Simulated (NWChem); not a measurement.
**SnH4 (SMILES [SnH4]) at HF/def2-SVPD (core potential)**

What is the vertical singlet–triplet gap of SnH4 at HF/def2-SVPD (core potential)? 

Program for the calculation: NWChem 7.3.0.

5 further runs of the same task are left out: 3 that didn't finish, 2 set aside as unsound or not needed. Runs told in other sessions of the task aren't counted.

### 1 The system as given

SnH4: 5 atoms, total charge 0, spin state singlet. As SMILES, `[SnH4]`. Geometry: relaxed at PBE0-D4/def2-TZVP.

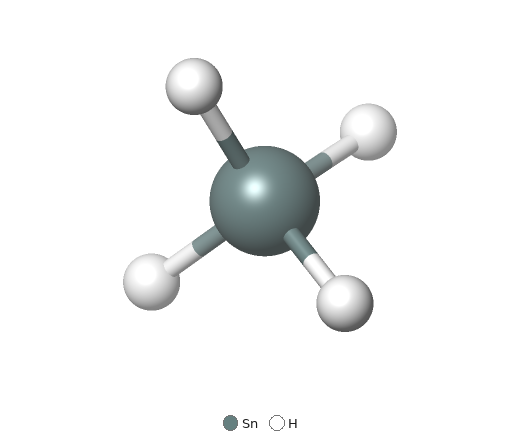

The structure, seen from a chosen angle (tin teal, hydrogen white).

### 2 Energy and forces at HF/def2-SVPD (core potential)

The input, h4sn.nw:

```
start h4sn
memory 2200 mb
geometry noautosym nocenter noautoz
  Sn     0.000030     0.000010     0.000040
  H      0.823920    -0.853480     1.222940
  H     -1.563610     0.403420     0.543140
  H     -0.116810    -0.974610    -1.392490
  H      0.856470     1.424640    -0.373640
end
basis spherical bse
  * library def2-SVPD
end
ecp bse
  Sn library def2-SVPD
end
scf
  thresh 1e-08
  maxiter 80
  print low
end
task scf gradient
```

Command:

```console
nwchem h4sn.nw > h4sn.out
```

Standard output, cut to the lines that bear on the results:

```text
[...]
  functions       =    64
[...]
  wavefunction    = RHF
[...]
         Total SCF energy =   -215.633361780144
      One-electron energy =   -434.931924834558
      Two-electron energy =    190.824591026795
 Nuclear repulsion energy =     28.473972027619
        Time for solution =      7.4s
[...]
                         RHF ENERGY GRADIENTS
    atom               coordinates                        gradient
                 x          y          z           x          y          z
   1 Sn      0.000057   0.000019   0.000076    0.000002   0.000003   0.000005
   2 H       1.556983  -1.612843   2.311022   -0.000792   0.000829  -0.001195
   3 H      -2.954794   0.762353   1.026386    0.001521  -0.000393  -0.000545
   4 H      -0.220739  -1.841746  -2.631425    0.000103   0.000946   0.001364
   5 H       1.618494   2.692179  -0.706077   -0.000834  -0.001385   0.000371
 Task  times  cpu:        9.4s     wall:        9.4s
 Total times  cpu:        9.5s     wall:        9.5s
```

It took 10 s on 1 thread of Intel Xeon Platinum 8259CL at 2.50GHz (Skylake/Cascade Lake), shared host; peak memory 0.1 GiB.

### 3 The triplet: the energy at UHF/def2-SVPD (core potential)

The input, h4sn.nw:

```
START h4sn
memory stack 880 mb heap 220 mb global 1100 mb
GEOMETRY noautosym nocenter noautoz
 Sn     0.000030     0.000010     0.000040
 H      0.823920    -0.853480     1.222940
 H     -1.563610     0.403420     0.543140
 H     -0.116810    -0.974610    -1.392490
 H      0.856470     1.424640    -0.373640
END
BASIS spherical bse
 * library def2-SVPD
END
ECP bse
 Sn library def2-SVPD
END
SCF
 triplet
 uhf
 thresh 1e-08
 maxiter 80
END
TASK scf
```

Command:

```console
nwchem h4sn.nw > h4sn.out
```

Standard output:

```text
[...]
  functions       =    64
[...]
  wavefunction    = UHF
[...]
         Total SCF energy =   -215.367167749775
      One electron energy =   -434.033039639186
      Two electron energy =    190.191899861793
 Nuclear repulsion energy =     28.473972027619
                       Sz =      1.0000
                 Sz(Sz+1) =      2.0000
                      S^2 =      2.0054
[...]
```

Run time: 43 s. Hardware: 1 thread of Intel Xeon Platinum 8259CL at 2.50GHz (Skylake/Cascade Lake), shared host; peak memory 0.098 GiB.

### 4 Summary of results

At HF/def2-SVPD (core potential):

| quantity | value |
| --- | --- |
| singlet: total energy | -215.63336 Eh |
| singlet: largest force on an atom | 0.086 eV/Å |
| triplet: total energy | -215.36717 Eh |
| triplet: dipole moment | 1.92 D |
| triplet: HOMO energy (highest over α and β) | -4.14 eV |
| triplet: LUMO energy (lowest over α and β) | -2.87 eV |
| triplet: ⟨S²⟩ | 2.005 |
| vertical energy of the triplet above the singlet | 7.244 eV |

In words: At this shape the triplet lies 7.24 eV (167 kcal/mol) above the singlet. Mulliken charges (triplet) run from -0.10 on H2 to +0.33 on Sn1; in a basis this large or diffuse they mean little.
